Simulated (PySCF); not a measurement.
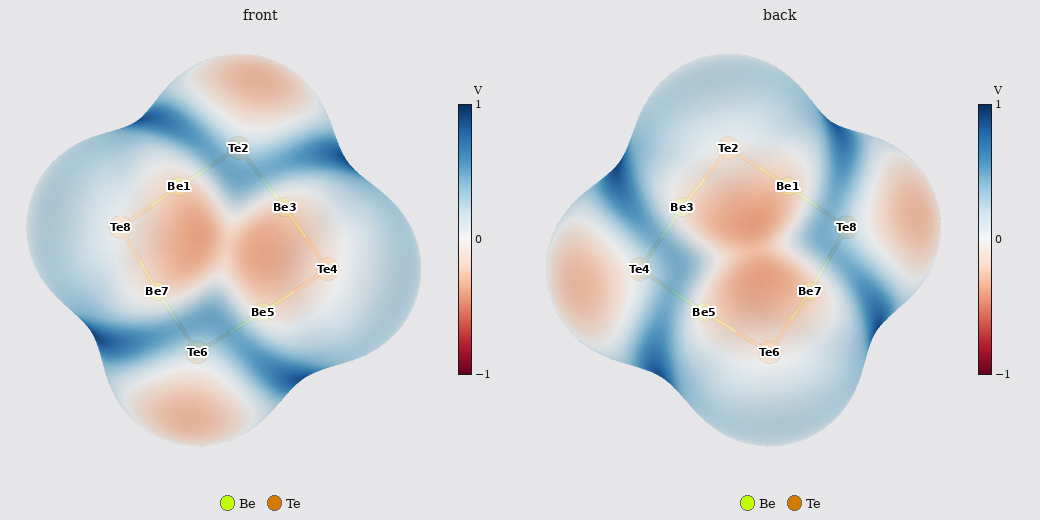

*Be4Te4 ((BeTe)4 ring). The electrostatic potential painted on the density surface at 0.001 e/bohr³, seen from the front and from behind; the colour scale runs from red (negative) to blue (positive).*

Geometry: PBE0-D3(BJ)/def2-SVP; core potentials replace the inner electrons of Te.

Computed with PBE0/def2-SVPD, SCF density, gas phase, scalar-relativistic core potentials on the heavy atoms in PySCF.

Input file:

```
{"job": {"kind": "uv", "xc": "PBE0", "basis": "def2-SVPD", "ip": true, "nstates": 10}, "charge": 0, "multiplicity": 1}
Be    -0.887182     0.716277     1.534752
Te    -2.596919     1.278752     0.203722
Be    -0.823054     1.338112    -1.155495
Te     0.996376     1.321357    -2.456108
Be     0.940997    -0.725266    -1.556252
Te     0.816161    -2.751455    -0.616950
Be     0.859232    -1.362789     1.135345
Te     0.832610     0.099352     2.827277
```

Run with:

```sh
OMP_NUM_THREADS=1 python probes_run.py task.json out
```

Q: Where is the surface potential most negative and most positive?

A: The most negative region (about −0.4 V) lies over Te2, Te4, Te6 and Te8, the most positive (about +0.9 V) over Be1, Be3, Be5 and Be7.

Q: What dipole moment does the calculation give?

A: Its dipole moment is 0.03 D.
